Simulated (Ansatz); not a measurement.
**RPA@PBE/def2-SVP (core potential) run of AlSnSiH7 (SMILES [SiH3][AlH][SnH3])**

What is the electronic atomisation energy of AlSnSiH7 at RPA@PBE/def2-SVP (core potential)? 

The calculation is run with Ansatz 0.2.0.

44 further runs of the same task are left out: 44 set aside as unsound or not needed.

### Step 1. The molecule

The species is AlSnSiH7 (10 atoms), meant as a singlet with charge 0. SMILES: `[SiH3][AlH][SnH3]`. The shape is that of a PBE0-D4/def2-TZVP optimisation.

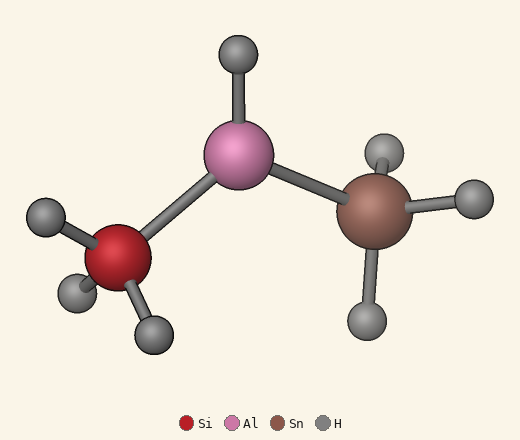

Viewed from a chosen angle; silicon red, aluminium pink, tin brown, hydrogen grey.

### Step 2. A single-point energy at RPA@PBE/def2-SVP (core potential)

Contents of in.yaml:

```yaml
basis:
  gaussian: {orbitals: def2-SVP}
crystal:
  periodic: [false, false, false]
  atoms:
    - {symbol: Si, position_ang: [-1.727600, 1.016900, -0.987400]}
    - {symbol: Al, position_ang: [0.630900, 0.366100, -0.771800]}
    - {symbol: Sn, position_ang: [1.403800, -1.143700, 1.279600]}
    - {symbol: H, position_ang: [-2.584500, -0.202700, -1.056000]}
    - {symbol: H, position_ang: [-2.025800, 1.852500, -2.183800]}
    - {symbol: H, position_ang: [-2.154500, 1.780100, 0.221500]}
    - {symbol: H, position_ang: [1.723200, 0.824500, -1.833100]}
    - {symbol: H, position_ang: [2.608000, -0.374300, 2.224600]}
    - {symbol: H, position_ang: [0.128400, -1.541500, 2.349800]}
    - {symbol: H, position_ang: [2.081400, -2.629000, 0.759800]}
accuracy: high
hamiltonian: {xc: {name: PBE}}
correlation: {method: rpa, frozen_orbitals: {Al: 5, H: 0, Si: 5, Sn: 4}}
```

The run is started by

```
$ ansatz run in.yaml --threads 1 --pin off --max-ram 3480MiB --events-out events.jsonl --progress --plain --runs-dir runs
```

Standard output:

```text
Warning: RAYON_NUM_THREADS=1 ignored (pool sized by the plan → 1); use --threads N
Functional definition: PBE
  name "PBE"
  parameter kappa = 0.804
  parameter beta = 0.06672455060314922
  exchange = pbe_x(kappa = kappa, mu = beta*pi^2/3)
  correlation = pbe_c(beta = beta)
2236 factors; integrals over basis functions are off by at most 3.6e-8 eV
mean field evaluation 1: about -20404.0747 eV, gradient 2.0e1 eV
mean field evaluation 2: about -20404.0592 eV, gradient 2.0e1 eV
mean field evaluation 4: about -20405.7359 eV, gradient 4.5e0 eV
mean field evaluation 8: about -20405.8359 eV, gradient 5.3e-2 eV
mean field evaluation 16: about -20405.8359 eV, gradient 4.1e-6 eV
mean field -20405.83594222 eV, -749.9006393042 hartree, gradient 3.6e-8 eV, S^2 0.000000; 0 other end points of the search recorded, 0 dependent functions left out
14 core orbitals not correlated: weight in the atoms' cores, before any rotation towards them, 1.000 or more for the frozen orbitals, at most 0.000 for the correlated occupied ones
reference -20354.80244386 eV, -748.0251928313 hartree; 14, 14 occupied and 69, 69 virtual orbitals, 2236 factors
Total energy: -20371.00311240 eV, -748.6205564187 hartree
```

Wall time 17 s (1 thread of Intel Xeon Platinum 8259CL at 2.50GHz (Skylake/Cascade Lake), shared host); peak memory 0.49 GiB.

### Step 3. The Al atom, same level

Contents of run.yaml:

```yaml
crystal:
  periodic: [false, false, false]
  atoms:
    - {symbol: Al, position_ang: [0.000000, 0.000000, 0.000000]}
basis:
  gaussian:
    orbitals: def2-SVP
magnetization:
  spin_polarized: true
  initial_magnetization: 1
hamiltonian:
  xc: {name: PBE}
correlation:
  method: rpa
  frozen_orbitals: {Al: 5}
accuracy: high
```

The run is started by

```
$ ansatz run run.yaml --threads 1 --pin off --max-ram 3480MiB --events-out events.jsonl --progress --plain --runs-dir runs
```

Standard output, cut to the lines that bear on the results:

```text
Warning: RAYON_NUM_THREADS=1 ignored (pool sized by the plan → 1); use --threads N
Functional definition: PBE
  name "PBE"
[...]
142 factors; integrals over basis functions are off by at most 1.6e-9 eV
[...]
mean field -6589.00857199 eV, -242.1415988303 hartree, gradient 6.0e-9 eV, S^2 0.752707; 3 other end points of the search recorded, 0 dependent functions left out
5 core orbitals not correlated: weight in the atoms' cores, before any rotation towards them, 1.000 or more for the frozen orbitals, at most 0.000 for the correlated occupied ones
reference -6579.32498543 eV, -241.7857335879 hartree; 2, 1 occupied and 11, 12 virtual orbitals, 142 factors
Total energy: -6581.59331977 eV, -241.8690933373 hartree
```

Wall time 1.6 s (1 thread of Intel Xeon Platinum 8259CL at 2.50GHz (Skylake/Cascade Lake), shared host); peak memory 0.11 GiB.

### Step 4. The H atom

Contents of run.yaml:

```yaml
crystal:
  periodic: [false, false, false]
  atoms:
    - symbol: H
      position_ang: [0.000000, 0.000000, 0.000000]
basis:
  gaussian:
    orbitals: def2-SVP
magnetization:
  spin_polarized: true
  initial_magnetization: 1
hamiltonian:
  xc: pbe
correlation:
  method: rpa
  frozen_orbitals: {H: 0}
accuracy: high
```

Run the same way, it converges to -0.51231 Eh (log not shown).

### Step 5. The Si atom

Contents of job.yaml:

```yaml
crystal:
  periodic: [false, false, false]
  atoms:
    - symbol: Si
      position_ang: [0.000000, 0.000000, 0.000000]
basis:
  gaussian: {orbitals: def2-SVP}
accuracy: high
magnetization: {spin_polarized: true, initial_magnetization: 2}
hamiltonian: {xc: {name: PBE}}
correlation: {method: rpa, frozen_orbitals: {Si: 5}}
```

Run the same way, it converges to -288.85953 Eh (log not shown).

### Step 6. The Sn atom at the same level

Contents of run.yaml:

```yaml
crystal:
  periodic: [false, false, false]
  atoms:
    - {symbol: Sn, position_ang: [0.000000, 0.000000, 0.000000]}
basis:
  gaussian: {orbitals: def2-SVP}
magnetization: {spin_polarized: true, initial_magnetization: 2}
hamiltonian: {xc: pbe}
correlation: {method: rpa, frozen_orbitals: {Sn: 4}}
accuracy: high
```

Run the same way, it converges to -213.44973 Eh (log not shown).

### Step 7. What came out

Level: RPA@PBE/def2-SVP (core potential), 14 core orbitals frozen.

| quantity | value |
| --- | --- |
| molecule: total energy | -748.62056 Eh |
| molecule: RPA correlation energy (valence) | -595.4 mEh |
| Al atom: total energy | -241.86909 Eh |
| Al atom: RPA correlation energy (valence) | -83.4 mEh |
| Al atom: ⟨S²⟩ of the reference determinant | 0.753 |
| H atom: total energy | -0.51231 Eh |
| H atom: RPA correlation energy | -13.0 mEh |
| H atom: ⟨S²⟩ of the reference determinant | 0.750 |
| Si atom: total energy | -288.85953 Eh |
| Si atom: RPA correlation energy (valence) | -110.6 mEh |
| Si atom: ⟨S²⟩ of the reference determinant | 2.003 |
| Sn atom: total energy | -213.44973 Eh |
| Sn atom: RPA correlation energy (valence) | -122.8 mEh |
| Sn atom: ⟨S²⟩ of the reference determinant | 2.002 |
| electronic atomisation energy | 23.294 eV |

What this shows: Taking the molecule apart into free atoms costs 23.29 eV (2248 kJ/mol), before zero-point energy and without spin-orbit coupling.
